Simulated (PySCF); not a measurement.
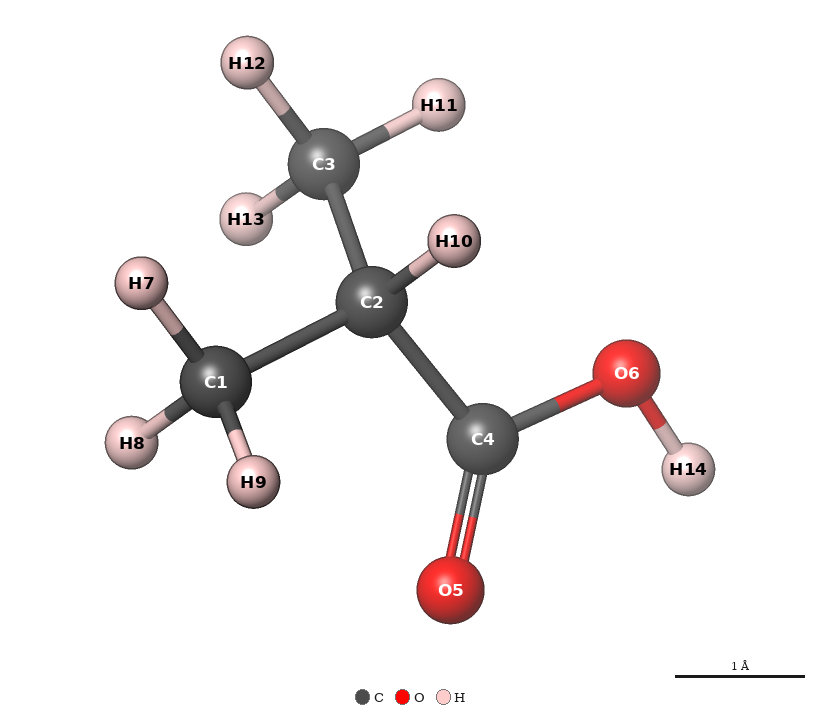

Orthographic view. Depth is shown by fading: the farther an atom, the more it takes the colour of the background. The geometry was computed by an optimisation with PBE0-D3(BJ)/def2-SVP. No frequency run is at hand to confirm it as a minimum.

Write a MOL file (V2000) with the atoms in numerical order, bonds sorted by atom number with the orders drawn, and coordinates in the frame of the picture: x right, y up, z towards the viewer, origin at the mean position.

```
C4H8O2
                    3D

 14 13  0  0  0  0  0  0  0  0999 V2000
   -1.1400   -0.4400    1.0200 C   0  0  0  0  0  0  0  0  0  0  0  0
    0.0700    0.1800    0.3500 C   0  0  0  0  0  0  0  0  0  0  0  0
   -0.3000    1.2600   -0.6700 C   0  0  0  0  0  0  0  0  0  0  0  0
    0.9400   -0.8900   -0.2800 C   0  0  0  0  0  0  0  0  0  0  0  0
    0.6900   -2.0600   -0.3200 O   0  0  0  0  0  0  0  0  0  0  0  0
    2.0600   -0.3700   -0.8200 O   0  0  0  0  0  0  0  0  0  0  0  0
   -1.7200    0.3300    1.5600 H   0  0  0  0  0  0  0  0  0  0  0  0
   -1.8000   -0.9100    0.2800 H   0  0  0  0  0  0  0  0  0  0  0  0
   -0.8500   -1.2200    1.7400 H   0  0  0  0  0  0  0  0  0  0  0  0
    0.7200    0.6600    1.1200 H   0  0  0  0  0  0  0  0  0  0  0  0
    0.5900    1.7200   -1.1100 H   0  0  0  0  0  0  0  0  0  0  0  0
   -0.9000    2.0500   -0.1900 H   0  0  0  0  0  0  0  0  0  0  0  0
   -0.9000    0.8300   -1.4800 H   0  0  0  0  0  0  0  0  0  0  0  0
    2.5400   -1.1200   -1.2000 H   0  0  0  0  0  0  0  0  0  0  0  0
  1  2  1  0
  1  7  1  0
  1  8  1  0
  1  9  1  0
  2  3  1  0
  2  4  1  0
  2 10  1  0
  3 11  1  0
  3 12  1  0
  3 13  1  0
  4  5  2  0
  4  6  1  0
  6 14  1  0
M  END
```
